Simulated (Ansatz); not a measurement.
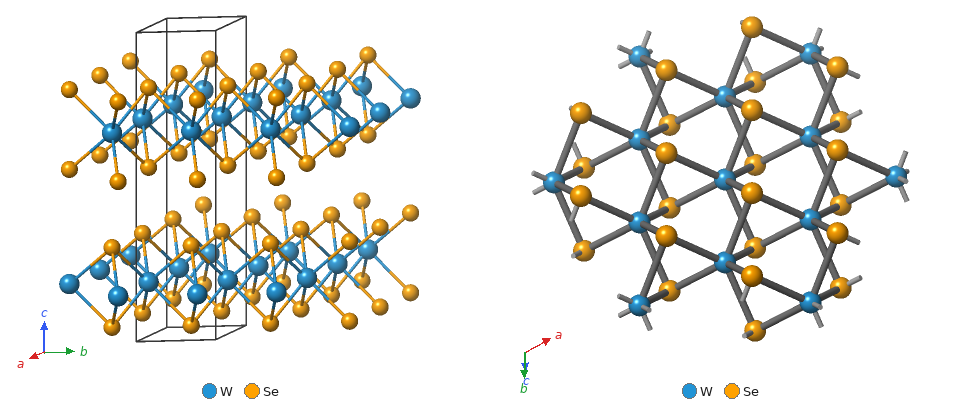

Left: the structure. Right: its underlying net. Nodes are coloured by element. One layer is drawn. Short stubs are edges that leave the cut-out.

The compound is WSe2 (space group P6_3/mmc, No. 194), taken as the input geometry of an electronic-structure calculation (not necessarily at equilibrium).

Bonds are taken as Se–W below 2.8 Å; no other contact counts. Simplification: prune 0- and 1-connected atoms, fold 2-connected ones into links.

The result is a binodal (3,6)-connected, two-periodic (layers) net: Se is a 3-connected node; W is a 6-connected node, in the ratio 2:1. It is the net of the trigonal-prismatic layers of 2H-MoS2. The layers lie parallel to (001).

| node | links | point symbol | coordination sequence |
| --- | --- | --- | --- |
| Se | 3 | 4³ | 3 13 9 24 15 36 |
| W | 6 | 4³·6¹² | 6 6 18 12 30 18 |
